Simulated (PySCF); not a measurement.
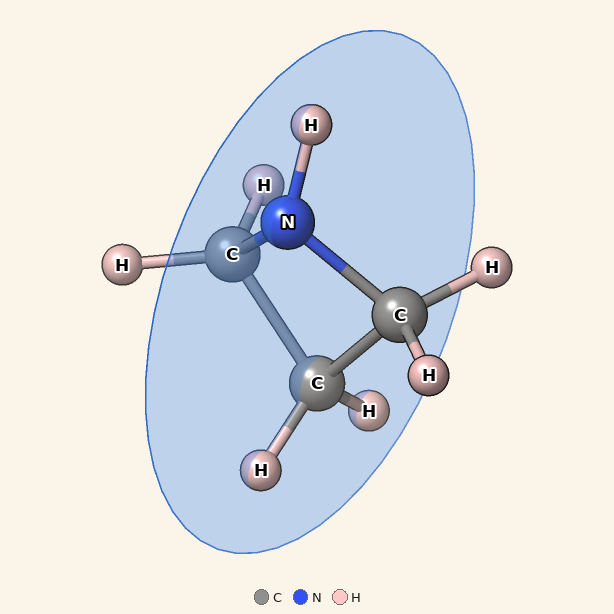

All proper rotation axes (lines) and mirror planes (discs) of the structure are drawn in. Atoms fade into the background with distance from the viewer. The geometry was computed by an optimisation with PBE0-D3(BJ)/def2-SVP. No frequency run is at hand to confirm it as a minimum.

Name the symmetry elements and the point group.

Answer. It has 1 mirror plane. Point group Cs. The group has 2 operations. The geometry is achiral, and symmetry allows a dipole moment.
